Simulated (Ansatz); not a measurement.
A series of calculations on GeH4OClF

## 1. Relaxation

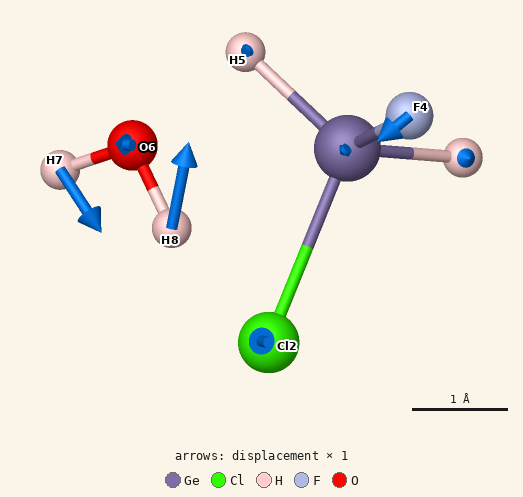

This is a relaxation of GeH$_{4}$OClF. The starting structure is drawn; blue arrows show the displacements, at their true length. The two geometries are superimposed by the best rigid fit.

A ball-and-stick model, seen at a tilt.

The run prepares an end point of a later path (reaction) calculation, from a guessed geometry.

Method: Ansatz 0.2.0, RKS B3LYP-D4/def2-SVP.

The input:
```yaml
crystal:
  periodic: [false, false, false]
  atoms:
    - { symbol: Ge, position_ang: [0.31014, -0.034247, -0.075146] }
    - { symbol: Cl, position_ang: [0.177662, -0.252546, 2.118225] }
    - { symbol: H, position_ang: [1.811358, 0.089257, -0.381207] }
    - { symbol: F, position_ang: [-0.368727, 1.518088, -0.457083] }
    - { symbol: H, position_ang: [-0.431527, -1.161654, -0.78846] }
    - { symbol: O, position_ang: [-2.568169, -0.108791, 0.656124] }
    - { symbol: H, position_ang: [-2.674729, -0.980597, 1.066397] }
    - { symbol: H, position_ang: [-2.197007, 0.42509, 1.39665] }
basis:
  gaussian: { orbitals: def2-SVP }
hamiltonian:
  xc: b3lyp
  dispersion: d4
relax:
  f_tol: 0.03
  max_steps: 50
```

Run as
```bash
ansatz run input.yaml --threads 2 --pin off --max-ram 3072MiB --backend cpu --events-out ev --progress --plain --runs-dir out
```

Q: Which element moves most?

A: Hydrogen: up to 0.95 Å, against 0.48 Å for chlorine.

Q: What did the optimiser do to the structure, and how much energy did it gain?

A: H8 moves most after the best rigid fit: 0.95 Å. By element the largest moves are H 0.95 Å, Cl 0.48 Å, F 0.45 Å, O 0.24 Å, Ge 0.11 Å. Some distances before and after: Ge1–Cl2 2.208 → 2.171 Å, Ge1–F4 1.737 → 1.754 Å, O6–H8 0.985 → 0.970 Å. The energy falls by 0.142 eV in 12 accepted moves (16 points after the start). Largest force component: 0.61 eV/Å at the start, 0.027 eV/Å at the end. The line search rejected the trial steps at points 2, 6, 12, 15 of the run. Cost: 25 s on 2 threads of Intel(R) Xeon(R) 6975P-C (Granite Rapids), on a shared host, peak memory 0.24 GiB.

Limits of the set-up: the start holds two separate molecules, 2.6 Å apart at their closest, whose relative position is a soft coordinate.

## 2. Relaxation

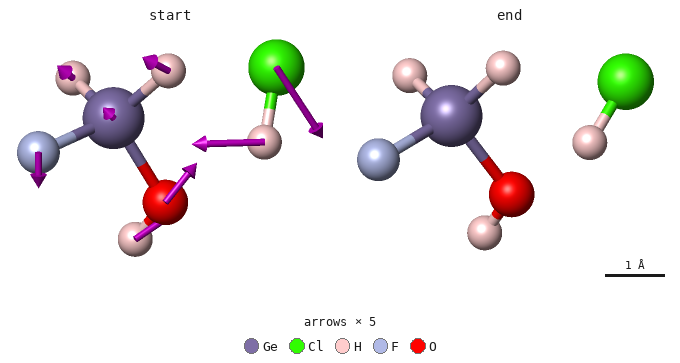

The structure of GeH4OClF before (left) and after (right) a relaxation, at one scale. The purple arrows give the displacements, magnified 5 times.

A ball-and-stick model, seen at a tilt.

The run prepares an end point of a later path (reaction) calculation, from a guessed geometry.

The calculation used RKS B3LYP-D4/def2-SVP in Ansatz. Set-up: no spin polarisation; force threshold 0.03 eV/Å; at most 50 steps.

Q: Summarise the run.

A: The energy falls by 0.082 eV in 5 geometry steps. Largest force component: 0.88 eV/Å at the start, 0.017 eV/Å at the end. The atom that moves furthest after the best rigid fit is the Cl atom (0.32 Å). Largest moves by element: Cl 0.32 Å, H 0.26 Å, O 0.18 Å, F 0.13 Å, Ge 0.06 Å. Near-neighbour distances that change, for instance: Cl–Ge 3.424 → 3.613 Å, Cl–H 1.335 → 1.313 Å, Ge–O 1.778 → 1.796 Å, F–Ge 1.750 → 1.745 Å. Cost: 9.8 s on 2 threads of Intel(R) Xeon(R) 6975P-C (Granite Rapids), with other jobs on the host, peak memory 0.24 GiB.

Limits of the set-up: the start holds two separate molecules, 2.2 Å apart at their closest, whose relative position is a soft coordinate.

## 3. Path

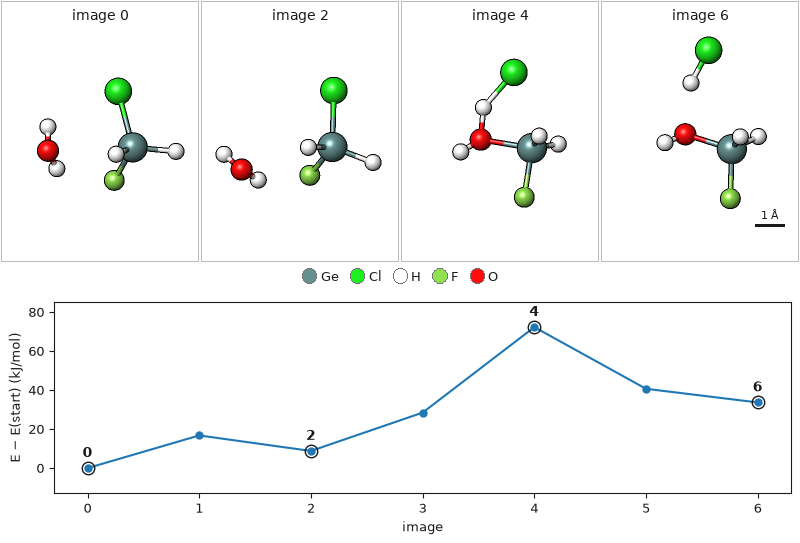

NEB run on GeH$_{4}$OClF. Images are numbered from 0 (start) to 6 (end). A ball-and-stick model, seen face on.

These are results of RKS B3LYP-D4/def2-SVP (Ansatz 0.2.0), not measurements. Settings: 5 movable images; climbing image; force threshold 0.05 eV/Å; iteration limit 60; starting path through a guess of the saddle point.

Question: Read off the barrier and say what moves.

Answer: The path has more than one stage, and so few images may leave a stage unresolved. Breaking: Cl–Ge (2.17 → 3.61 Å), H–O (0.97 → 1.82 Å). Forming: Cl–H (3.48 → 1.31 Å), Ge–O (2.99 → 1.80 Å). Forward barrier 72.3 kJ/mol, backward barrier 38.6 kJ/mol, with image 4 at the top; the reaction energy is +33.7 kJ/mol. The profile has 2 maxima (images 1, 4) with a dip at image 2 (+8.8 kJ/mol), so the process runs in steps. The band converged in 45 iterations. The largest component of the band force went from 190 to 0.033 eV/Å. The climbing image converged on the top of the path. Its vibrational analysis gives one imaginary mode (347i cm⁻¹), as a transition state must have.

The run took 4.7 min on 2 threads of Intel(R) Xeon(R) 6975P-C (Granite Rapids), with other jobs on the host, peak memory 0.26 GiB.
